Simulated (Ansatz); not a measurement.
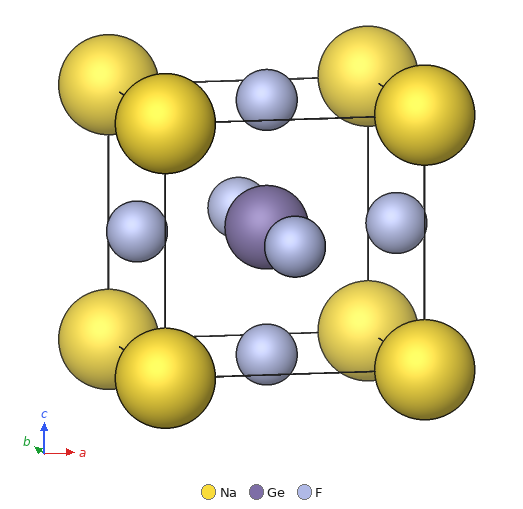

Crystal structure, spheres-only style, seen slightly off an axis. The parallelepiped is the conventional unit cell.

NaGeF3, space group P4/mmm (No. 123), a = 4.435 Å, b = 4.435 Å, c = 4.302 Å, α = 90.00°, β = 90.00°, γ = 90.00°. Its origin is a structure type filled with these elements by a generator (whether the compound takes this form wasn't checked). The cell was then strained or its atoms displaced on purpose. An electronic-structure calculation with Ansatz was run on it.

This one geometry was computed with Ansatz (DFT, plane waves, PAW) at three levels of theory: r2SCAN, HSE06 and PBE. It was relaxed with r2SCAN and then strained.

Question: Which level gives the highest pressure at this volume, and what does that say about its equilibrium volume?

Answer: Highest: PBE (0.5 GPa), which points to the largest equilibrium volume. Lowest, with the smallest volume: r2SCAN (-1.4 GPa). Levels within 0.5 GPa of each other can't be told apart.

Question: How does the band gap change with the level of theory?

Answer: PBE: a gap of 1.51 eV, indirect; r2SCAN: a gap of 1.90 eV, indirect; HSE06: a gap of 2.40 eV, indirect.

Question: Collect the results in a table.

Answer:
| level | cutoff (eV) | k-mesh of the run's cell | gap (eV) | pressure (GPa) |
| --- | --- | --- | --- | --- |
| r2SCAN | 500 | 6×6×6 | 1.90 | -1.4 |
| HSE06 | 420 | 4×4×4 | 2.40 | -0.5 |
| PBE | 420 | 6×6×6 | 1.51 | 0.5 |

Gaps are taken on the k-mesh or band path of each run.
